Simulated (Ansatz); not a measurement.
# OsRu (P-6m2): comparison of functionals at one structure, by script

The task is a comparison of functionals at one structure, for OsRu (P-6m2).

All numbers are computed with Ansatz 0.2.0 through its Python package. The levels of theory stand in the script.

## (1) Starting point

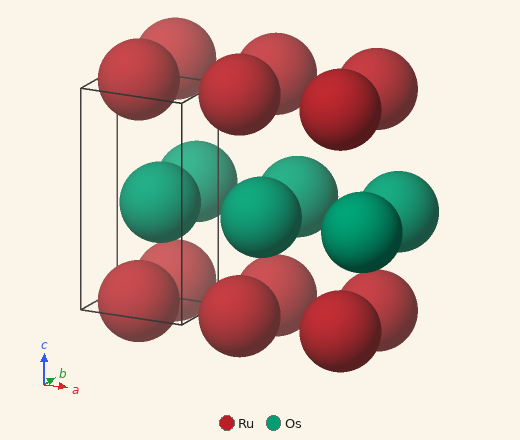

The starting structure, viewed slightly off an axis; ruthenium red, osmium teal. 3×2×1 cells are drawn. Atoms on cell faces are repeated.

Input file osru.xyz:

```xyz
2
Lattice="2.72701046 0.0 0.0 -1.36350523 2.36166033 0.0 0.0 0.0 4.30032006" Properties=species:S:1:pos:R:3 pbc="T T T"
Ru   -0.00000001    1.57444023    0.00000000
Os    1.36350524    0.78722010    2.15016003
```

## (2) Script

Input file xc_osru.py:

```python
'''Functional comparison for OsRu (totals differ with the potentials too).'''

import csv

import ansatz as az

MESH = (11, 11, 7)
OCCUPATIONS = 'Fermi-Dirac'
SIGMA = 0.1
CUTOFF = 650


def main() -> None:
    osru = az.Crystal.from_extxyz('osru.xyz')

    calc = osru.calculation()
    calc = calc.kpoints(*MESH)
    calc = calc.pseudopotentials('paw').occupations(OCCUPATIONS, width=SIGMA)
    calc = calc.basis(CUTOFF)
    calc = calc.forces()
    calc = calc.stress()

    rows = []
    for value in ['pbesol', 'r2scan', 'blyp']:
        rep = calc.functional(value).run(threads=1, pin='off').report
        rows.append((value, rep['free_energy_ev'] / len(rep['lattice']['sites']), rep['n_iterations'], sum(rep['stress_gpa'][i][i] for i in range(3)) / 3, max(abs(f) for row in rep['forces_ev_ang'] for f in row), rep['n_kpoints']))

    with open('xc.csv', 'w', newline='') as handle:
        writer = csv.writer(handle)
        writer.writerow(['functional', 'F/atom (eV)', 'iterations', 'P (GPa)', 'max component (eV/A)', 'k-points'])
        writer.writerows([round(v, 5) if isinstance(v, float) else v for v in row] for row in rows)
    print(open('xc.csv').read())


if __name__ == '__main__':
    main()
```

## (3) The calls as engine input

The engine receives this input (first run):

```yaml
crystal:
  lattice:
    - [2.72701046, 0.0, 0.0]
    - [-1.36350523, 2.36166033, 0.0]
    - [0.0, 0.0, 4.30032006]
  atoms:
    - { symbol: Ru, position: [0.33333333178346863, 0.6666666709009759, 0.0] }
    - { symbol: Os, position: [0.6666666682165314, 0.3333333290990242, 0.5] }
basis:
  ecutwfc: 650.0
kpoints:
  mp_grid:
    grid: [11, 11, 7]
hamiltonian:
  xc: pbesol
  pseudopotentials:
    kind: paw
scf:
  occupations:
    method: fermi_dirac
    width: 0.1
output:
  forces: true
  stress: true
```

## (4) The run

On the command line:

```sh
$ python xc_osru.py
```

The program printed:

```text
functional,F/atom (eV),iterations,P (GPa),max component (eV/A),k-points
pbesol,-8533.80254,6,-6.37671,0.0,64
r2scan,-8644.19175,8,-2.35118,0.0,64
blyp,-8650.90711,6,20.2973,0.0,64
```

It took 19 s on 1 thread of Arm Neoverse V2, shared host; peak memory 0.52 GiB.

## (5) What changed from run to run

The engine's inputs for the other runs:

Run 2, against run 1:

```diff
@@ -15 +15 @@
-  xc: pbesol
+  xc: r2scan
```

Run 3, against run 1:

```diff
@@ -15 +15 @@
-  xc: pbesol
+  xc: blyp
```

## (6) The runs side by side

The 3 runs, in the order started:

| run | functional | energy (eV/atom) | pressure (GPa) | SCF cycles | CPU time (s) |
| --- | --- | --- | --- | --- | --- |
| 1 | pbesol | -8533.8025 | -6.38 | 6 | 4.7 |
| 2 | r2scan | -8644.1918 | -2.35 | 8 | 9.1 |
| 3 | blyp | -8650.9071 | 20.30 | 6 | 4.4 |

Energies are free energies F = E - TS of the smeared occupations. Totals hang on method, basis and potentials, so only like runs compare.

## (7) Results

```
             quantity                             value
        runs compared                                 3
pressure at this cell  -6.4 (pbesol) to 20.3 GPa (blyp)
```

**Reading.** From lowest to highest: PBEsol (-6.4 GPa), r2SCAN (-2.4 GPa) and BLYP (20.3 GPa). At a fixed cell a lower pressure usually means a smaller equilibrium volume, so PBEsol prefers the smallest cell and BLYP the largest. For a metal this k-point mesh is coarse: on a finer one energies can move by several to tens of meV an atom and pressures by half a GPa or more, differences at one mesh by less. Forces vanish by symmetry here and test nothing. Pressure is positive in compression. Spin-orbit coupling, which matters for elements this heavy, is left out. This cell is a computed structure, which may not be the phase found in nature. Total energies of different functionals can't be compared; pressures, moments and gaps at this one structure can.
